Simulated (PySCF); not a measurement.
# The bond of TlSe+, level by level

What are the lowest state that PBE0 finds, the bond length, vibrational wavenumber and bond energy of TlSe+, and how much do these hang on the method?

Computed with PySCF 2.14.0. Level: Tl def2-SVP with ECP60, Se def2-SVP, scalar-relativistic core potentials.

**1. Set-up**

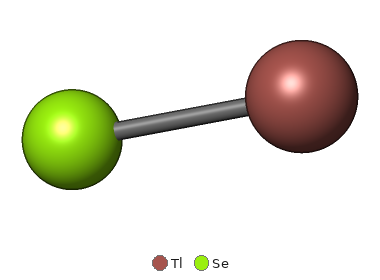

The two atoms at the starting distance (thallium brown, selenium green).

Settings of the job:

```json
{"atoms": "Tl, Se", "charge": "1", "basis": "Tl def2-SVP with ECP60, Se def2-SVP", "Hamiltonian": "scalar-relativistic core potentials", "basis functions": "58", "electrons treated": "54", "masses in u": "204.9744, 79.9165", "levels": "PBE0, PBE, r²SCAN, BP86, B3LYP, M06, LC-ωPBE, HF, MP2, SCS-MP2", "grid": "80 radial by 434 angular points", "occupations": "held fixed by the projection of orbital angular momentum", "dissociation limit": "Tl+ + Se, each in its ground configuration", "starting distance in angstrom": "2.645", "values of 2S to try": "0, 2"}
```

Command:

```
OMP_NUM_THREADS=1 python dia.py task.json out
```

The runs that follow: PBE0 along the bond; Other states along the same grid; PBE; r²SCAN; BP86 (GGA); B3LYP (global hybrid GGA); M06 (hybrid meta-GGA); LC-ωPBE; UHF (mean field).

What does the calculation give? Wanted: for each run, Re; ωe; De; μ.

The runs gave:

Lowest PBE0 solution found, without spin–orbit coupling: ³Σ⁻ (triplet), unpaired electrons π ↑↑. State 2 has its PBE0 minimum 0.42 eV higher, as a spin-mixed determinant (⟨S²⟩ = 1.01), so this is no gap between pure states. State 3 has its PBE0 minimum 0.44 eV higher. State 4 has its PBE0 minimum 0.80 eV higher, as a spin-mixed determinant (⟨S²⟩ = 1.01), so this is no gap between pure states. The other levels ran on the lowest alone.

```csv
level,Re (Å),ωe (cm⁻¹),De (eV),μ (D)
UHF,3.513,63.3,0.380,-2.14
UHF-MP2,3.343,78.8,0.52,n/a
UHF-SCS-MP2,3.378,75.5,0.489,n/a
PBE,3.268,87.5,0.72,-0.47
BP86,3.270,87.2,0.68,-0.50
r²SCAN,3.260,88.2,0.66,-0.68
B3LYP,3.314,82.7,0.61,-0.81
PBE0,3.271,86.4,0.63,-0.82
M06,3.288,87.1,0.65,-0.88
LC-ωPBE,3.278,82.8,0.52,-1.27
```

De is counted to Tl+ + Se in their ground configurations. A positive dipole points from Tl to Se; in an ion it is taken about the centre of mass and does not tell which atom is negative.

**Reading.** The methods spread over 0.253 Å in bond length, from r²SCAN to UHF. Among the levels with a De in the table, it runs from 0.380 eV (UHF) to 0.72 eV (PBE).

Correlated steps freeze 13 core orbitals. Spin–orbit coupling is left out, which matters for elements this heavy, above all for dissociation energies. With spin–orbit coupling the term label itself may not hold.
